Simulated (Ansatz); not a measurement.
# LuBe3: relaxing a made-up structure, part 2 of 2

Starting from a made-up structure for LuBe3, the aim is the relaxed cell, its shortest contacts and, where a second run follows, its electronic structure.

Ansatz 0.2.0; DFT, PBE, plane-wave PAW, files of the set soft_1, scalar-relativistic, no spin, cell and ions relaxed at zero pressure; PAW set soft_1 (the session's first sound run).

So far: Starting point; Relaxation of the guess. The relaxed cell has a = 5.878 Å (conventional setting).

## 3. Electronic structure of the relaxed cell

A second self-consistent run takes a narrower smearing and the mesh shown in its input; the bands follow along the standard path of the relaxed lattice.

This step: DFT, PBE, plane-wave PAW, files of the set soft_1, scalar-relativistic, no spin, bands and density of states at the relaxed cell; PAW set soft_1 (Ansatz 0.2.0).

Input file input.yaml:

```yaml
crystal:
  lattice:
    - [0.0, 2.9391434773, 2.9391434773]
    - [2.9391434773, 0.0, 2.9391434773]
    - [2.9391434773, 2.9391434773, 0.0]
  atoms:
    - { symbol: Lu, position: [0.0, 0.0, 0.0] }
    - { symbol: Be, position: [0.75, 0.75, 0.75] }
    - { symbol: Be, position: [0.25, 0.25, 0.25] }
    - { symbol: Be, position: [0.5, 0.5, 0.5] }
kpoints:
  mp_grid: { grid: [10, 10, 10] }
  band_path:
    path:
      - [[0.0, 0.0, 0.0], [0.5, 0.0, 0.5], [0.5, 0.25, 0.75], [0.375, 0.375, 0.75], [0.0, 0.0, 0.0], [0.5, 0.5, 0.5], [0.625, 0.25, 0.625], [0.5, 0.25, 0.75], [0.5, 0.5, 0.5], [0.375, 0.375, 0.75]]
      - [[0.625, 0.25, 0.625], [0.5, 0.0, 0.5]]
    npoints: 8
scf:
  occupations: { method: fermi_dirac, width: 0.03 }
  n_extra_bands: 8
hamiltonian:
  xc: pbe
  pseudopotentials: { kind: paw, azcp: { folder: soft_1 } }
output:
  forces: true
  stress: true
  write_bands: true
  dos: { projected: true }
  write_density: true
  write_potential: true
  elf: true
  volumetric_format: npy
```

Run with:

```sh
> ansatz run input.yaml --threads 4 --pin off --max-ram 8192MiB --backend cpu --events-out ev --progress --plain --runs-dir out
```

Numbers of over 12 decimals in the logs are rounded to 6 here.

Log:

```text
Lu: projections on atomic orbitals take those of the free atom [Kr 4d10] 4f14 5s2 5p6 5d1 6s2, of charge +0.00 (hamiltonian.pseudopotentials.projection_atoms); the dataset's partial waves leave at most 4.6e-5 of an orbital's norm unspanned inside its sphere
[...]
Crystal: 4 atoms, lattice volume = 50.780 Å³
Basis set: ecut = 420 eV, 965 PW (Γ), exchange–correlation on 60×60×60 points (8 copies of the dense FFT grid, shifted against one another)
Bands: 24, of which v1, the nominal top of the filled ones, is band 16 counted from 1 (15 counted from 0)
Symmetry: 48 space group operations
[...]
k-points: 47 of 1000
[...]
SCF iter   1: F=—  HF=-15011.007335 eV  |F-HF|=—  |Δ(HF+E_count)|=         —  Δρ=3.22e-2  dr2=5.95e-1  ethr=3.10e-3  ⟨swp⟩=6.1  Hψ=6734  notcnv=0
[...]
SCF iter   9: F=-15010.797154 eV  HF=-15010.797154 eV  |F-HF|=3.78e-9  |Δ(HF+E_count)|=   5.88e-8  Δρ=2.48e-6  dr2=2.02e-9  ethr=3.23e-10  ⟨swp⟩=19.1  Hψ=11264  notcnv=0
SCF 1 converged in 9 iterations: F = -15010.797154 eV  dr2 = 2.02e-9
[...]
NSCF: frozen V_eff on 82 k-points
SCF converged after 9 iterations
Free energy (F): -15010.797154 eV
[...]
Internal energy: -15010.792889 eV  (E = F + TS)
E sigma→0 (E₀):  -15010.795021 eV
Entropy (-TS):   -0.004265 eV (-1.066 meV/atom)
Fermi energy:    11.234453 eV
[...]
--- Stress (GPa, compression-positive) ---
       -0.141461       0.000000       0.000000
       -0.000000      -0.141461      -0.000000
        0.000000       0.000000      -0.141461
  P = ⅓ Tr σ = -0.1415 GPa (-1.415 kbar)
--- Band table (eV; the first three rows and the last of 47) ---
  k-point 0: bands = [... 12 lower, 9.7082, 9.7082, 9.7082, 13.5142, 13.5142, 13.5142, 13.7660, 13.7660, ... 4 higher]
  k-point 1: bands = [... 12 lower, 9.4086, 9.7588, 9.7588, 12.6491, 12.6491, 13.6456, 14.9304, 14.9304, ... 4 higher]
  k-point 2: bands = [... 12 lower, 8.7090, 9.8104, 9.8104, 12.1461, 12.1461, 13.7796, 16.3656, 16.3656, ... 4 higher]
  k-point 46: bands = [... 12 lower, 7.5823, 7.8575, 8.1293, 11.6271, 12.8710, 14.1877, 14.3138, 16.2045, ... 4 higher]
```

Wall time 1.8 s (4 threads of Arm Neoverse V2, shared host); peak memory 0.44 GiB.

The column dr2 measures how far the density is from self-consistency, as an energy; F and HF (Harris–Foulkes) agree once it is small.

This step gave:

```yaml
free_energy: -15010.7972 eV
energy_at_zero_smearing: -15010.7950 eV
smearing_term_ts: 0.004265 eV
fermi_energy: 11.23 eV
pressure: -0.1415 GPa
```

From bands.tsv, the bands that come nearest the Fermi level along the path, at its corners, in eV from the Fermi level:

| point | band 12 | band 13 | band 14 | band 15 | band 16 | band 17 | band 18 | band 19 |
| --- | --- | --- | --- | --- | --- | --- | --- | --- |
| Γ | -4.20 | -1.53 | -1.53 | -1.53 | 2.28 | 2.28 | 2.28 | 2.53 |
| X | -4.22 | -3.79 | -2.56 | -1.37 | -1.37 | 1.63 | 3.00 | 3.00 |
| W | -4.19 | -3.54 | -3.54 | -3.32 | 1.02 | 1.02 | 3.03 | 3.09 |
| K | -4.21 | -3.95 | -3.70 | -1.45 | -0.86 | 2.02 | 3.12 | 3.37 |
| Γ | -4.20 | -1.53 | -1.53 | -1.53 | 2.28 | 2.28 | 2.28 | 2.53 |
| L | -4.21 | -4.20 | -1.82 | -1.82 | 2.22 | 2.59 | 2.59 | 3.10 |
| U | -4.21 | -3.95 | -3.70 | -1.45 | -0.86 | 2.02 | 3.12 | 3.37 |
| W | -4.19 | -3.54 | -3.54 | -3.32 | 1.02 | 1.02 | 3.03 | 3.09 |
| L | -4.21 | -4.20 | -1.82 | -1.82 | 2.22 | 2.59 | 2.59 | 3.10 |
| K | -4.21 | -3.95 | -3.70 | -1.45 | -0.86 | 2.02 | 3.12 | 3.37 |
| U | -4.21 | -3.95 | -3.70 | -1.45 | -0.86 | 2.02 | 3.12 | 3.37 |
| X | -4.22 | -3.79 | -2.56 | -1.37 | -1.37 | 1.63 | 3.00 | 3.00 |

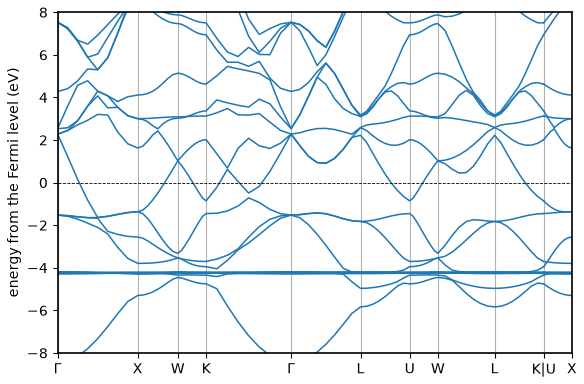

Bands along the path. 4 bands lie wholly below the window drawn.

Counts of states for the cell as run, both spins, by energy window (eV from the Fermi level): Near the top, bands beyond those computed are missing, so counts there can be too low.

```
from  to  total
  -8  -7   0.33
  -7  -6   0.57
  -6  -5   0.85
  -5  -4  14.72
  -4  -3   1.68
  -3  -2   1.67
  -2  -1   2.29
  -1   0   0.83
   0   1   0.91
   1   2   1.15
   2   3   1.77
   3   4   2.98
   4   5   2.28
   5   6   1.65
```

Below -8 eV lie 8.1 more states.

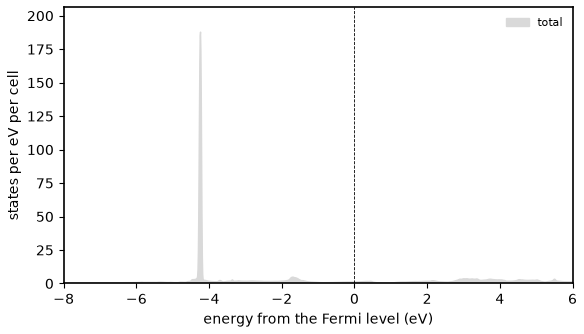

Total density of states, smoothed over about 0.04 eV.

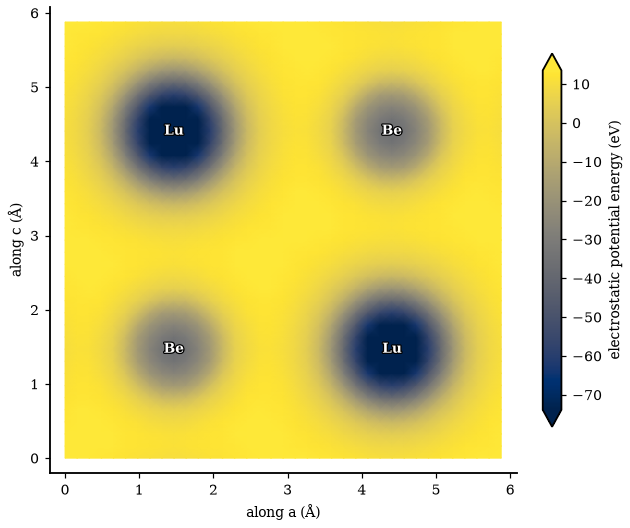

Electrostatic potential energy in the ac plane of the conventional cell at fractional y = 0.000, with atoms of Lu and Be within 0.2 Å of it. With pseudopotentials it is smooth inside the atoms' cores, unlike the true potential. The map starts off the cell's origin, so that atoms lie inside it.

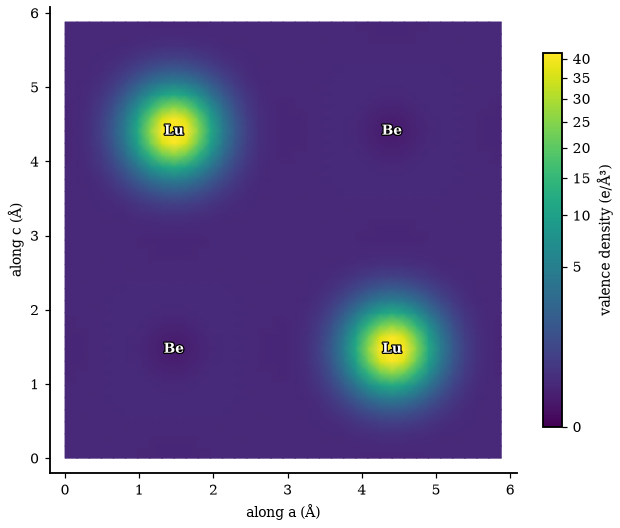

Valence density in the ac plane of the conventional cell at fractional y = 0.000, with atoms of Lu and Be within 0.2 Å of it. It is the smooth field of the valence electrons, not physical close to the nuclei. The map starts off the cell's origin, so that atoms lie inside it. The colour scale is stretched toward low values.

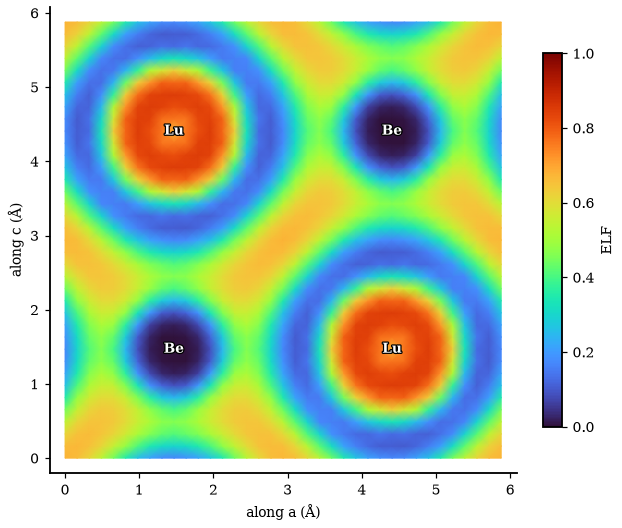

ELF in the ac plane of the conventional cell at fractional y = 0.000, with atoms of Lu and Be within 0.2 Å of it. It is the smooth field of the valence electrons, not physical close to the nuclei. The map starts off the cell's origin, so that atoms lie inside it.

## 4. Summary of results

```
space group, relaxed : Fm-3m
conventional cell    : a = 5.878, b = 5.878, c = 5.878 Å; α = 90.0°, β = 90.0°, γ = 90.0°
volume per atom      : 12.69 Å³ (guess 12.30)
```

LuBe3 relaxes to Fm-3m with a = 5.878, b = 5.878 and c = 5.878 Å. The guessed volume was 3 % too small. The space group Fm-3m was held in the relaxation, so the end point is a stationary structure within it and may be a saddle against distortions or other arrangements. Bands cross the Fermi level, so it is a metal or semimetal at this level. The electron count is odd, which forces that without spin polarisation or a larger cell. On the 10×10×10 mesh with the narrower smearing (relaxed on 8×8×8) the forces vanish, as symmetry may demand, and the largest stress component is 0.141 GPa, against the relaxation's thresholds of 0.015 eV/Å and 0.05 GPa. The cutoff wasn't tested. Spin-orbit coupling is left out, which can matter for elements this heavy. No dispersion term is used, so weakly bound directions may come out too long. Nothing here tests whether the compound is stable against decomposition.

[Logs are printed without paths, hosts, clocks, repeated set-up lines and the standing remarks that a program may print on its own settings, such as how far it seeks lower states.]

[Hosts, paths, dates, database ids (printed as entryN), source tags and the programs' standing remarks are cut or masked in the printed files.]
